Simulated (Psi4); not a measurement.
## Run report: InF$_{3}$, single-point calculation

The run: single-point calculation of InF$_{3}$, SMILES [F][In]([F])[F]. Method and program: B3LYP/def2-SVP, RKS, core potentials def2 (Psi4 1.11).

The geometry comes from this level: PBE0-D4/def2-TZVP.

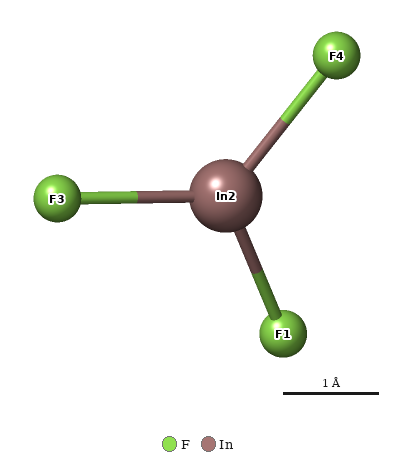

*The structure as given in the input (ball-and-stick view, seen at a tilt; atoms are numbered from 1 in the order of the input). Sticks mark near contacts.*

Bond lengths as drawn: F–In 1.92 Å.

Input file (job.py):
```python
import psi4

psi4.set_memory(1600000000)
psi4.set_num_threads(1)
psi4.set_output_file('output.dat', False)

molecule = psi4.geometry("""
F     -1.305700    -0.375500     1.339800
In     0.013900    -0.015100    -0.005100
F      1.768100    -0.777100     0.143700
F     -0.421000     1.107400    -1.498700
symmetry c1
""")

psi4.set_options({
    'basis': 'def2-SVP',
    'puream': True,
    'scf_type': 'pk',
    'dft_radial_points': 75,
    'dft_spherical_points': 302,
})

E = psi4.energy('B3LYP')
print(f'B3LYP energy: {E:.10f} Eh')
for k, v in sorted(psi4.core.scalar_variables().items()):
    print(f'{k:45s} {v:18.10f}')
```

Hardware: 1 thread of Intel Xeon @ 2.50GHz (Skylake/Cascade Lake), 192 GiB of memory available, shared host.

Launch command:
```bash
python job.py
```

What the program printed:
```
Psi4 1.11 release

   => Loading Basis Set <=

    Name: DEF2-SVP
    Role: ORBITAL
    Keyword: BASIS

    !!!  WARNING: ECP capability is in beta. Please check occupations closely.  !!!

         ---------------------------------------------------------
                                   SCF
                              RKS Reference
                        1 Threads,   1525 MiB Core
         ---------------------------------------------------------

  ==> Geometry <==

    Molecular point group: c1
    Full point group: C1

    Geometry (in Angstrom), charge = 0, multiplicity = 1:

       Center              X                  Y                   Z               Mass
    ------------   -----------------  -----------------  -----------------  -----------------
         F           -1.319566843798    -0.360411052067     1.344888947933    18.998403162730
         IN           0.000033156202    -0.000011052067    -0.000011052067   114.903878776000
         F            1.754233156202    -0.762011052067     0.148788947933    18.998403162730
         F           -0.434866843798     1.122488947933    -1.493611052067    18.998403162730

  Running in c1 symmetry.

  Rotational constants: A =      0.16077  B =      0.16073  C =      0.08037 [cm^-1]
  Rotational constants: A =   4819.61953  B =   4818.49191  C =   2409.52783 [MHz]
  Nuclear repulsion =  195.109742762932797

  Charge       = 0
  Multiplicity = 1
  Electrons    = 48
  Nalpha       = 24
  Nbeta        = 24

  ==> Algorithm <==

  SCF Algorithm Type is PK.
  DIIS enabled.
  MOM disabled.
  Fractional occupation disabled.
  Guess Type is SAD.
  Energy threshold   = 1.00e-06
  Density threshold  = 1.00e-06
  Integral threshold = 1.00e-12

  ==> Primary Basis <==

  Basis Set: DEF2-SVP
    Blend: DEF2-SVP
    Number of shells: 28
    Number of basis functions: 68
    Number of Cartesian functions: 73
    Spherical Harmonics?: true
    Max angular momentum: 2

  Core potential: DEF2-SVP
    Number of shells: 4
    Number of ECP primitives: 18
    Number of ECP core electrons: 28
    Max angular momentum: 3

  ==> DFT Potential <==

   => LibXC <=

    Version 7.1.2

   => Composite Functional: B3LYP <=

    B3LYP Hyb-GGA Exchange-Correlation Functional

    Deriv               =              1
    GGA                 =           TRUE
    Meta                =          FALSE

    Exchange Hybrid     =           TRUE
    MP2 Hybrid          =          FALSE

   => Exchange Functionals <=

    0.0800   Slater exchange
    0.7200         Becke 88

   => Exact (HF) Exchange <=

    0.2000               HF

   => Correlation Functionals <=

    0.1900   Vosko, Wilk & Nusair (VWN5_RPA)
    0.8100   Lee, Yang & Parr

   => LibXC Density Thresholds  <==

    XC_HYB_GGA_XC_B3LYP:  1.00E-15

   => Molecular Quadrature <=

    Radial Scheme          =       TREUTLER
    Pruning Scheme         =           NONE
    Nuclear Scheme         =       TREUTLER

    Blocking Scheme        =         OCTREE
    BS radius alpha        =              1
    Pruning alpha          =              1
    Radial Points          =             75
    Spherical Points       =            302
    Total Points           =          87292
    Total Blocks           =            714
    Max Points             =            256
    Max Functions          =             66
    Weights Tolerance      =       1.00E-15

  ==> Integral Setup <==

  Using in-core PK algorithm.
   Calculation information:
      Number of atoms:                   4
      Number of AO shells:              28
      Number of primitives:             59
      Number of atomic orbitals:        73
      Number of basis functions:        68

      Integral cutoff                 1.00e-12
      Number of threads:                 1

  Performing in-core PK
  Using 5506062 doubles for integral storage.
  We computed 70547 shell quartets total.
  Whereas there are 82621 unique shell quartets.

  ==> DiskJK: Disk-Based J/K Matrices <==

    J tasked:                  Yes
    K tasked:                  Yes
    wK tasked:                  No
    Memory [MiB]:             1017
    Schwarz Cutoff:          1E-12

  Cached 100.0% of DFT collocation blocks in 0.124 [GiB].

  Minimum eigenvalue in the overlap matrix is 3.6234174089E-02.
  Reciprocal condition number of the overlap matrix is 1.1231859021E-02.
    Using symmetric orthogonalization.

  ==> Pre-Iterations <==

  SCF Guess: Superposition of Atomic Densities via on-the-fly atomic UHF (no occupation information).

   -------------------------
    Irrep   Nso     Nmo
   -------------------------
     A         68      68
   -------------------------
    Total      68      68
   -------------------------

  ==> Iterations <==

                        Total Energy        Delta E     RMS |[F,P]|

   @RKS iter SAD:  -487.97373914131117   -4.87974e+02   0.00000e+00
   @RKS iter   1:  -489.30356461663740   -1.32983e+00   1.19783e-02 DIIS/ADIIS
   @RKS iter   2:  -488.60353513210424    7.00029e-01   2.39999e-02 DIIS/ADIIS
   @RKS iter   3:  -489.53613526754555   -9.32600e-01   1.48867e-03 DIIS/ADIIS
   @RKS iter   4:  -489.53884187325644   -2.70661e-03   4.56428e-04 DIIS/ADIIS
   @RKS iter   5:  -489.53901596312579   -1.74090e-04   3.21879e-04 DIIS/ADIIS
   @RKS iter   6:  -489.53918458196370   -1.68619e-04   3.38557e-05 DIIS
   @RKS iter   7:  -489.53918658286665   -2.00090e-06   1.80764e-06 DIIS
   @RKS iter   8:  -489.53918658394230   -1.07565e-09   1.88284e-06 DIIS
   @RKS iter   9:  -489.53918658969417   -5.75187e-09   1.57726e-07 DIIS
  Energy and wave function converged.

  ==> Post-Iterations <==

   Electrons on quadrature grid:
      Ntotal   =   47.9999460835 ; deviation = -5.392e-05

    Orbital Energies [Eh]
    ---------------------

    Doubly Occupied:

       1A    -24.664204     2A    -24.664186     3A    -24.664116
       4A     -4.737469     5A     -3.149362     6A     -3.137921
       7A     -3.137920     8A     -1.124127     9A     -1.119601
      10A     -1.119594    11A     -0.834082    12A     -0.834081
      13A     -0.831960    14A     -0.820869    15A     -0.820866
      16A     -0.488554    17A     -0.426896    18A     -0.426885
      19A     -0.410925    20A     -0.391168    21A     -0.391168
      22A     -0.389919    23A     -0.385926    24A     -0.385924

    Virtual:

      25A     -0.130959    26A     -0.062821    27A      0.035448
      28A      0.035469    29A      0.148901    30A      0.148911
      31A      0.233289    32A      0.233320    33A      0.348661
      34A      0.348673    35A      0.363171    36A      0.537242
      37A      0.537290    38A      1.134057    39A      1.218666
      40A      1.229061    41A      1.240090    42A      1.240120
      43A      1.247328    44A      1.247334    45A      1.341432
      46A      1.341504    47A      1.603286    48A      1.755996
      49A      1.756011    50A      3.058913    51A      3.081824
      52A      3.081958    53A      3.083790    54A      3.086355
      55A      3.086518    56A      3.088323    57A      3.096461
      58A      3.119388    59A      3.119559    60A      3.128747
      61A      3.128773    62A      3.131616    63A      3.214300
      64A      3.214339    65A     15.825874    66A     16.578641
      67A     16.578652    68A     60.821571

    Final Occupation by Irrep:
              A
    DOCC [    24 ]
    NA   [    24 ]
    NB   [    24 ]

  @RKS Final Energy:  -489.53918658969417

   => Energetics <=

    Nuclear Repulsion Energy =            195.1097427629327967
    One-Electron Energy =               -1142.7134107049648719
    Two-Electron Energy =                 497.1753940945192198
    DFT Exchange-Correlation Energy =     -39.1109127421813341
    Empirical Dispersion Energy =           0.0000000000000000
    VV10 Nonlocal Energy =                  0.0000000000000000
    Total Energy =                       -489.5391865896941681

Computation Completed

Properties will be evaluated at   0.000000,   0.000000,   0.000000 [a0]

Properties computed using the SCF density matrix

 Multipole Moments:

 ------------------------------------------------------------------------------------
     Multipole            Electronic (a.u.)      Nuclear  (a.u.)        Total (a.u.)
 ------------------------------------------------------------------------------------

 L = 1.  Multiply by 2.5417464519 to convert [e a0] to [Debye]
 Dipole X            :          0.0024221           -0.0020948            0.0003273
 Dipole Y            :         -0.0007997            0.0006983           -0.0001014
 Dipole Z            :         -0.0008020            0.0006983           -0.0001038
 Magnitude           :                                                    0.0003580

 ------------------------------------------------------------------------------------

	total time  =          4 seconds =       0.07 minutes
```

Standard output:
```
B3LYP energy: -489.5391865897 Eh
CURRENT ENERGY                                   -489.5391865897
CURRENT REFERENCE ENERGY                         -489.5391865897
DD SOLVATION ENERGY                                 0.0000000000
DFT FUNCTIONAL TOTAL ENERGY                      -489.5391865897
DFT TOTAL ENERGY                                 -489.5391865897
DFT VV10 ENERGY                                     0.0000000000
DFT XC ENERGY                                     -39.1109127422
GRID ELECTRONS ALPHA                               23.9999730417
GRID ELECTRONS BETA                                23.9999730417
GRID ELECTRONS TOTAL                               47.9999460835
NUCLEAR REPULSION ENERGY                          195.1097427629
ONE-ELECTRON ENERGY                             -1142.7134107050
PCM POLARIZATION ENERGY                             0.0000000000
PE ENERGY                                           0.0000000000
SCF ITERATION ENERGY                             -489.5391865897
SCF ITERATIONS                                      9.0000000000
SCF TOTAL ENERGY                                 -489.5391865897
TWO-ELECTRON ENERGY                               497.1753940945
XC GRID RADIAL POINTS                              75.0000000000
XC GRID SPHERICAL POINTS                          302.0000000000
XC GRID TOTAL POINTS                            87292.0000000000
```

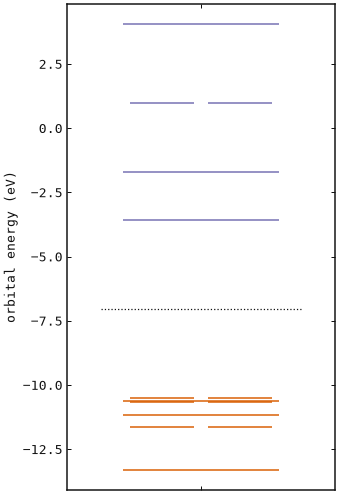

*Orbital energies near the frontier; the dotted line parts filled from empty levels, and levels within 0.02 eV of each other stand side by side.*

Highest filled −10.50 eV, lowest empty −3.56 eV, 6.94 eV apart.

Results in brief:

```tsv
quantity	value
outcome	converged
total energy	−489.539187 hartree
basis functions	68
HOMO	−10.50 eV
LUMO	−3.56 eV
dipole moment	0.00 D
wall time	4.5 s
peak memory	0.37 GiB
```
